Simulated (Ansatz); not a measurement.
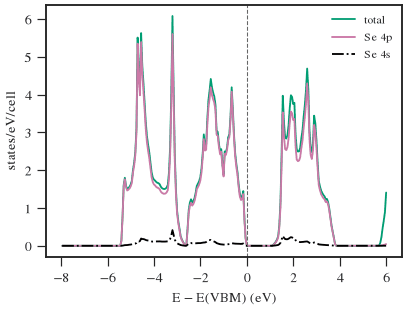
Figure. Total and projected density of states of Se (trigonal Se type, P3_121), DFT-PBE in the program Ansatz with PAW potentials

Question: Which orbitals carry the states next to the gap?

Answer: Top 1 eV of the valence band: Se 4p 97 %. Bottom 1 eV of the conduction band: Se 4p 89 %, Se 4s 6 %. Projections are on Löwdin-orthogonalised atomic valence shells; empty p or d shells of many metals are not among them.

Question: Where is the tallest occupied peak in this window, and what makes it?

Answer: Near -3.2 eV, about 6.1 states/eV per cell; the largest projected share is Se 4p.

The cell was relaxed with PBE under the symmetry of its start. A crystal of weakly bound chains computed without a dispersion correction: the cell and the soft elastic constants depend strongly on that. Spin–orbit coupling is left out wherever it is not named.

Potentials: the later of the program's two PAW sets.
